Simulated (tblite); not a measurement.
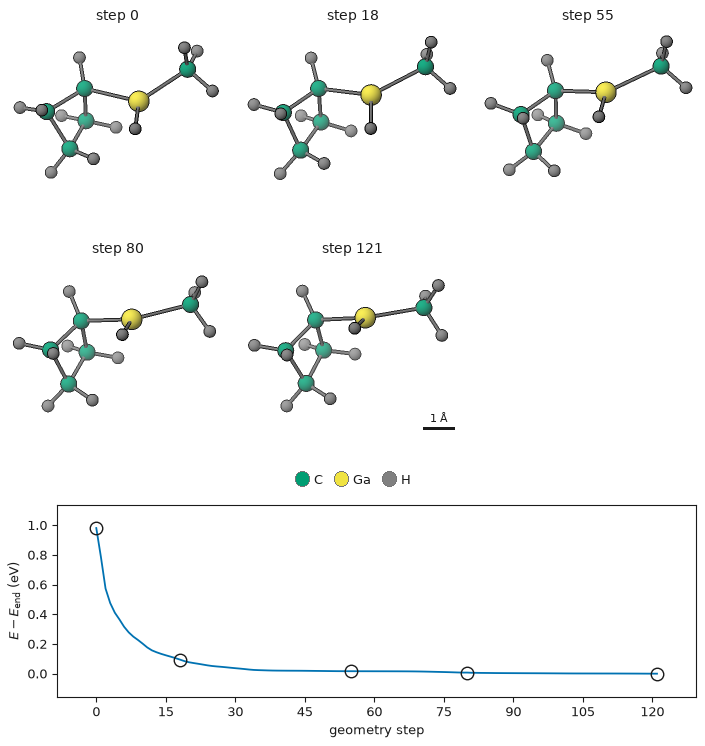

Frames of a relaxation of C$_{5}$H$_{11}$Ga, marked on the history of the run. The picture is a ball-and-stick view, seen from a free direction.

All numbers below come from GFN2-xTB geometry optimisation, gas phase in tblite 0.8.0. 

> Describe the path.

An H atom moves most after the best rigid fit: 1.42 Å. By element the largest moves are H 1.42 Å, Ga 0.72 Å, C 0.27 Å. Some distances before and after: C–Ga 2.902 → 3.283 Å, Ga–H 1.488 → 1.608 Å, C–Ga 1.939 → 2.039 Å, C–Ga 2.022 → 2.063 Å. Bond angles that change, for instance: Ga–C–H 127.3° → 110.5°, Ga–C–C 97.4° → 109.7°, Ga–C–C 119.6° → 107.3°. Groups turn about C–C by about 20°. The energy falls by 0.981 eV in 121 geometry steps. From step 0 to 18: an H atom moves most (0.43 Å), energy −0.886 eV. From step 18 to 55: an H atom moves most (0.52 Å), energy −0.079 eV. From step 55 to 80: an H atom moves most (0.56 Å), energy −0.009 eV. From step 80 to 121: an H atom moves most (0.25 Å), energy −0.007 eV.

| step | E − E(0), eV |
| --- | --- |
| 0 | 0.0000 |
| 1 | -0.1948 |
| 2 | -0.4077 |
| 3 | -0.5050 |
| 4 | -0.5701 |
| 5 | -0.6158 |
| 6 | -0.6648 |
| 7 | -0.7028 |
| 8 | -0.7315 |
| 9 | -0.7540 |
| 10 | -0.7785 |
| 16 | -0.8661 |
| 22 | -0.9144 |
| 28 | -0.9379 |
| 33 | -0.9532 |
| 39 | -0.9603 |
| 45 | -0.9616 |
| 51 | -0.9637 |
| 57 | -0.9645 |
| 63 | -0.9649 |
| 68 | -0.9656 |
| 74 | -0.9692 |
| 80 | -0.9735 |
| 86 | -0.9768 |
| 92 | -0.9778 |
| 98 | -0.9787 |
| 103 | -0.9795 |
| 109 | -0.9798 |
| 115 | -0.9803 |
| 121 | -0.9810 |
